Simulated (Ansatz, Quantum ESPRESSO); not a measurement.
**LaZn (Pm-3m): zone-centre phonons**

Which modes does LaZn (Pm-3m) have at the zone centre?

Calculated with Quantum ESPRESSO 7.5; DFT PBEsol, scalar-relativistic, plane waves, GBRV ultrasoft pseudopotentials.

**1. The starting structure**

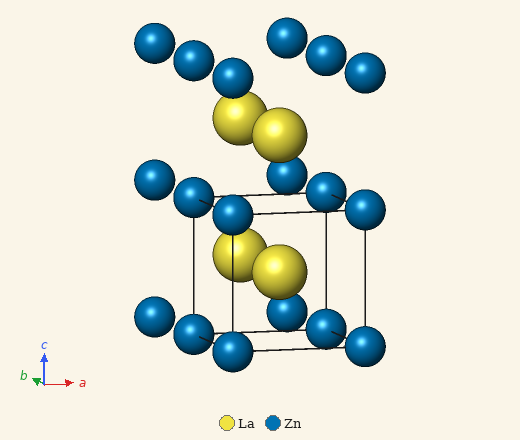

The cell as given, slightly off an axis (lanthanum yellow, zinc blue). 1×2×2 cells are drawn. Some periodic images of atoms are drawn too.

**2. A probe with smearing**

A cheap run with smearing and empty bands tells whether the crystal has a gap, which decides between fixed occupations and smearing later on.

probe.in

```
&control
   calculation = 'scf'
   prefix = 'x'
   outdir = './tmp'
   pseudo_dir = './pseudo'
   tprnfor = .true.
   tstress = .true.
   verbosity = 'high'
/
&system
   ibrav = 0
   nat = 2
   ntyp = 2
   ecutwfc = 45.0
   ecutrho = 270.0
   occupations = 'smearing'
   smearing = 'gaussian'
   degauss = 0.01
/
&electrons
   conv_thr = 1.0d-07
   mixing_beta = 0.7
   electron_maxstep = 100
/
ATOMIC_SPECIES
 La    138.9055  La.upf
 Zn     65.3800  Zn.upf
CELL_PARAMETERS angstrom
     3.750000000    0.000000000    0.000000000
     0.000000000    3.750000000    0.000000000
     0.000000000    0.000000000    3.750000000
ATOMIC_POSITIONS crystal
 La     0.500000000   0.500000000   0.500000000
 Zn     0.000000000   0.000000000   0.000000000
K_POINTS automatic
 6 6 6 0 0 0
```

The run is started by

```console
$ OMP_NUM_THREADS=1 mpirun -n 4 pw.x -nk 4 -in probe.in > probe.out
```

The program printed:

```text
[banners, grids, parts of the stress and lines that vanish by symmetry left out]
Program PWSCF v.7.5
     Message from routine setup:
     using ibrav=0 with symmetry is DISCOURAGED, use correct ibrav instead
[...]
kinetic-energy cutoff     =      45.0000  Ry
     charge density cutoff     =     270.0000  Ry
     scf convergence threshold =      1.0E-07
[...]
Exchange-correlation= SLA  PW   PSX  PSC
                           (   1   4  10   8   0   0   0)
[...]
48 Sym. Ops., with inversion, found
[...]
(     0          1          0      )
                  (     0          0          1      )
[...]
(  0.0000000  1.0000000  0.0000000 )
                  (  0.0000000  0.0000000  1.0000000 )
[...]
(     0         -1          0      )
                  (     0          0          1      )
[...]
(  0.0000000 -1.0000000  0.0000000 )
[...]
(     0          0          1      )
                  (     1          0          0      )
[...]
( -1.0000000  0.0000000  0.0000000 )
                  (  0.0000000  1.0000000  0.0000000 )
[...]
number of k points=    20  Gaussian smearing, width (Ry)=  0.0100
[...]
End of self-consistent calculation
[...]
the Fermi energy is    11.4592 ev
!    total energy              =    -563.47061651 Ry
[...]
convergence has been achieved in   9 iterations
[...]
atom    1 type  1   force =     0.00000000    0.00000000    0.00000000
     atom    2 type  2   force =     0.00000000    0.00000000    0.00000000
[...]
Total force =     0.000000     Total SCF correction =     0.000000
[...]
total   stress  (Ry/bohr**3)                   (kbar)     P=      -24.81
[...]
XML data file, charge density, pseudopotentials, collected wavefunctions

   JOB DONE.
```

The job ended after 5.9 s (4 MPI ranks of Intel Xeon Platinum 8488C (Sapphire Rapids), shared host; 22 s of CPU time).

This step gave:

```
volume per atom   : 26.37 Å³
pressure          : -2.481 GPa
gap on the k-mesh : 0 eV
```

No gap opens on this mesh, so smearing is kept; the start stands at -2.5 GPa.

**3. Relaxing the cell and atoms**

The harmonic expansion starts where the forces on the atoms vanish, and stress shifts the frequencies, so cell and atoms are relaxed with tight thresholds.

relax.in

```
&control
   calculation = 'vc-relax'
   prefix = 'x'
   outdir = './tmp'
   pseudo_dir = './pseudo'
   tprnfor = .true.
   tstress = .true.
   forc_conv_thr = 2.0d-05
   etot_conv_thr = 1.0d-07
   nstep = 40
/
&system
   ibrav = 0
   nat = 2
   ntyp = 2
   ecutwfc = 45.0
   ecutrho = 270.0
   occupations = 'smearing'
   smearing = 'mv'
   degauss = 0.02
/
&electrons
   conv_thr = 1.0d-11
   mixing_beta = 0.7
   electron_maxstep = 100
/
&ions
/
&cell
   press_conv_thr = 0.1
/
ATOMIC_SPECIES
 La    138.9055  La.upf
 Zn     65.3800  Zn.upf
CELL_PARAMETERS angstrom
     3.750000000    0.000000000    0.000000000
     0.000000000    3.750000000    0.000000000
     0.000000000    0.000000000    3.750000000
ATOMIC_POSITIONS crystal
 La     0.500000000   0.500000000   0.500000000
 Zn     0.000000000   0.000000000   0.000000000
K_POINTS automatic
 8 8 8 0 0 0
```

The run is started by

```console
$ OMP_NUM_THREADS=1 mpirun -n 4 pw.x -nk 4 -in relax.in > relax.out
```

The program printed:

```text
[banners, grids, parts of the stress and lines that vanish by symmetry left out]
[banner, memory and clock lines left out]
Program PWSCF v.7.5

[...]
kinetic-energy cutoff     =      45.0000  Ry
     charge density cutoff     =     270.0000  Ry
     scf convergence threshold =      1.0E-11
[...]
energy convergence thresh.=      1.0E-07
     force convergence thresh. =      2.0E-05
     press convergence thresh. =      1.0E-01
     Exchange-correlation= SLA  PW   PSX  PSC
                           (   1   4  10   8   0   0   0)
[...]
48 Sym. Ops., with inversion, found
[...]
number of k points=    35  Marzari-Vanderbilt smearing, width (Ry)=  0.0200
[...]
End of self-consistent calculation
[...]
the Fermi energy is    11.4872 ev
!    total energy              =    -563.46949552 Ry
[...]
convergence has been achieved in  13 iterations
[...]
atom    1 type  1   force =     0.00000000    0.00000000    0.00000000
     atom    2 type  2   force =     0.00000000    0.00000000    0.00000000
     Total force =     0.000000     Total SCF correction =     0.000000
[...]
total   stress  (Ry/bohr**3)                   (kbar)     P=      -22.74
[...]
number of bfgs steps    =   0
[...]
CELL_PARAMETERS (angstrom)
[...]
ATOMIC_POSITIONS (crystal)
La               0.5000000000        0.5000000000        0.5000000000
Zn               0.0000000000        0.0000000000        0.0000000000
[...]
New effective cutoffs (rho, wfc):  270.95   45.33
[...]
End of self-consistent calculation
[...]
the Fermi energy is    11.6450 ev
!    total energy              =    -563.47006035 Ry
[...]
convergence has been achieved in   9 iterations
[...]
atom    1 type  1   force =     0.00000000    0.00000000    0.00000000
     atom    2 type  2   force =     0.00000000    0.00000000    0.00000000
     Total force =     0.000000     Total SCF correction =     0.000000
[...]
total   stress  (Ry/bohr**3)                   (kbar)     P=      -17.65
[...]
number of bfgs steps    =   1
[...]
CELL_PARAMETERS (angstrom)
[...]
ATOMIC_POSITIONS (crystal)
La               0.5000000000        0.5000000000        0.5000000000
Zn               0.0000000000        0.0000000000        0.0000000000
[...]
New effective cutoffs (rho, wfc):  274.13   45.86
[...]
End of self-consistent calculation
[...]
the Fermi energy is    11.8860 ev
!    total energy              =    -563.47062290 Ry
[...]
convergence has been achieved in  11 iterations
[...]
atom    1 type  1   force =     0.00000000    0.00000000    0.00000000
     atom    2 type  2   force =     0.00000000    0.00000000    0.00000000
     Total force =     0.000000     Total SCF correction =     0.000000
[...]
total   stress  (Ry/bohr**3)                   (kbar)     P=       -9.35
[...]
number of bfgs steps    =   2
[...]
CELL_PARAMETERS (angstrom)
[...]
ATOMIC_POSITIONS (crystal)
[...]
New effective cutoffs (rho, wfc):  277.70   46.46
[...]
End of self-consistent calculation
[...]
the Fermi energy is    12.1576 ev
!    total energy              =    -563.47082485 Ry
[...]
convergence has been achieved in  11 iterations
[...]
atom    1 type  1   force =     0.00000000    0.00000000    0.00000000
     atom    2 type  2   force =     0.00000000    0.00000000    0.00000000
     Total force =     0.000000     Total SCF correction =     0.000000
[...]
total   stress  (Ry/bohr**3)                   (kbar)     P=        0.57
[...]
number of bfgs steps    =   3
[...]
CELL_PARAMETERS (angstrom)
[...]
ATOMIC_POSITIONS (crystal)
[...]
New effective cutoffs (rho, wfc):  277.49   46.43
[...]
End of self-consistent calculation
[...]
the Fermi energy is    12.1419 ev
!    total energy              =    -563.47082556 Ry
[...]
convergence has been achieved in   9 iterations
[...]
atom    1 type  1   force =     0.00000000    0.00000000    0.00000000
     atom    2 type  2   force =     0.00000000    0.00000000    0.00000000
     Total force =     0.000000     Total SCF correction =     0.000000
[...]
total   stress  (Ry/bohr**3)                   (kbar)     P=       -0.02
[...]
number of bfgs steps    =   4
[...]
small trust_radius: resetting bfgs history
[...]
CELL_PARAMETERS (angstrom)
[...]
ATOMIC_POSITIONS (crystal)
[...]
New effective cutoffs (rho, wfc):  277.49   46.43
[...]
End of self-consistent calculation
[...]
the Fermi energy is    12.1421 ev
!    total energy              =    -563.47082556 Ry
[...]
convergence has been achieved in   3 iterations
[...]
atom    1 type  1   force =     0.00000000    0.00000000    0.00000000
     atom    2 type  2   force =     0.00000000    0.00000000    0.00000000
     Total force =     0.000000     Total SCF correction =     0.000000
[...]
total   stress  (Ry/bohr**3)                   (kbar)     P=       -0.01
[...]
bfgs converged in   6 scf cycles and   5 bfgs steps
[...]
End of BFGS Geometry Optimization
     Final enthalpy           =    -563.4708255572 Ry
     File ./tmp/x.bfgs deleted, as requested
[...]
CELL_PARAMETERS (angstrom)
[...]
ATOMIC_POSITIONS (crystal)
La               0.5000000000        0.5000000000        0.5000000000
Zn               0.0000000000        0.0000000000        0.0000000000
[...]
Final scf calculation at the relaxed structure.
[...]
kinetic-energy cutoff     =      45.0000  Ry
     charge density cutoff     =     270.0000  Ry
     scf convergence threshold =      1.0E-13
[...]
press convergence thresh. =      1.0E-01
     Exchange-correlation= SLA  PW   PSX  PSC
                           (   1   4  10   8   0   0   0)
[...]
48 Sym. Ops., with inversion, found
[...]
number of k points=    35  Marzari-Vanderbilt smearing, width (Ry)=  0.0200
[...]
c_bands:  1 eigenvalues not converged
     c_bands:  1 eigenvalues not converged
     c_bands:  1 eigenvalues not converged
[...]
End of self-consistent calculation
[...]
the Fermi energy is    12.1421 ev
!    total energy              =    -563.47053260 Ry
[...]
convergence has been achieved in  17 iterations
[...]
atom    1 type  1   force =     0.00000000    0.00000000    0.00000000
     atom    2 type  2   force =     0.00000000    0.00000000    0.00000000
     Total force =     0.000000     Total SCF correction =     0.000000
[...]
total   stress  (Ry/bohr**3)                   (kbar)     P=        0.44
[...]
XML data file, charge density, pseudopotentials, collected wavefunctions
```

It took 43 s on 4 MPI ranks.

The steps of the relaxation:

```csv
step,energy less that of the first step (eV),largest force (eV/Å),pressure (GPa),volume (Å³)
1,0.0000,0.0000,-2.27,52.73
2,-0.0077,0.0000,-1.76,52.13
3,-0.0153,0.0000,-0.93,51.22
4,-0.0181,0.0000,0.06,50.24
5,-0.0181,0.0000,0.00,50.29
6,-0.0181,0.0000,0.00,50.29
7,-0.0141,0.0000,0.04,50.29
```

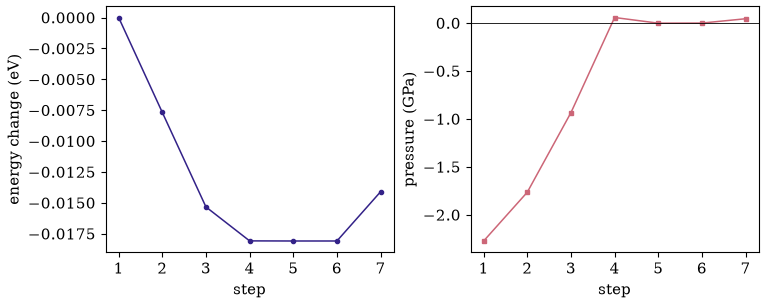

Energy and pressure along the relaxation.

```csv
"conventional cell, symmetrised",before,after,change
a (Å),3.750,3.691,-1.6 %
b (Å),3.750,3.691,-1.6 %
c (Å),3.750,3.691,-1.6 %
volume (Å³/atom),26.37,25.15,-4.6 %
```

The relaxed structure:

```
La Zn
1.0
     3.69121    0.00000    0.00000
     0.00000    3.69121    0.00000
     0.00000    0.00000    3.69121
La Zn
1 1
Direct
  0.50000 0.50000 0.50000
  0.00000 0.00000 0.00000
```

The last row of the table of steps is pw.x's closing run on a basis chosen anew for the final cell, so its energy can jump.

Numbers from this step:

```yaml
volume_per_atom: 25.15 Å³
pressure: 0.04400 GPa
```

The volume changes by -4.6 % from the cell with which this run began.

**4. Ground state**

Perturbation theory inherits every error of the wavefunctions, so the threshold is set near the limit of the arithmetic. Smearing stays on, as the first look found no gap above 0.3 eV.

scf.in

```
&control
   calculation = 'scf'
   prefix = 'x'
   outdir = './tmp'
   pseudo_dir = './pseudo'
   tprnfor = .true.
   tstress = .true.
/
&system
   ibrav = 0
   nat = 2
   ntyp = 2
   ecutwfc = 45.0
   ecutrho = 270.0
   occupations = 'smearing'
   smearing = 'mv'
   degauss = 0.02
/
&electrons
   conv_thr = 1.0d-12
   mixing_beta = 0.7
   electron_maxstep = 100
/
ATOMIC_SPECIES
 La    138.9055  La.upf
 Zn     65.3800  Zn.upf
CELL_PARAMETERS angstrom
     3.691205537    0.000000000    0.000000000
     0.000000000    3.691205537    0.000000000
     0.000000000    0.000000000    3.691205537
ATOMIC_POSITIONS crystal
 La     0.500000000   0.500000000   0.500000000
 Zn     0.000000000   0.000000000   0.000000000
K_POINTS automatic
 8 8 8 0 0 0
```

The run is started by

```console
$ OMP_NUM_THREADS=1 mpirun -n 4 pw.x -nk 4 -in scf.in > scf.out
```

The program printed:

```text
[banners, grids, parts of the stress and lines that vanish by symmetry left out]
[banner, memory and clock lines left out]
Program PWSCF v.7.5

[...]
kinetic-energy cutoff     =      45.0000  Ry
     charge density cutoff     =     270.0000  Ry
     scf convergence threshold =      1.0E-12
[...]
Exchange-correlation= SLA  PW   PSX  PSC
                           (   1   4  10   8   0   0   0)
[...]
48 Sym. Ops., with inversion, found
[...]
number of k points=    35  Marzari-Vanderbilt smearing, width (Ry)=  0.0200
[...]
End of self-consistent calculation
[...]
the Fermi energy is    12.1421 ev
!    total energy              =    -563.47053260 Ry
[...]
convergence has been achieved in  15 iterations
[...]
atom    1 type  1   force =     0.00000000    0.00000000    0.00000000
     atom    2 type  2   force =     0.00000000    0.00000000    0.00000000
     Total force =     0.000000     Total SCF correction =     0.000000
[...]
total   stress  (Ry/bohr**3)                   (kbar)     P=        0.44
[...]
XML data file, charge density, pseudopotentials, collected wavefunctions
```

Elapsed: 9.4 s, on 4 MPI ranks; 37 s of CPU time.

The cell stands at 0.044 GPa, close enough for phonons.

(Continued in part 2 of 2.)

[Host names and launcher messages were left out of these logs when they were recorded.]

[Logs are printed without paths, hosts, clocks, repeated set-up lines and the standing remarks that a program may print on its own settings, such as how far it seeks lower states.]

[Hosts, paths, dates, database ids (printed as entryN), source tags and the programs' standing remarks are cut or masked in the printed files.]
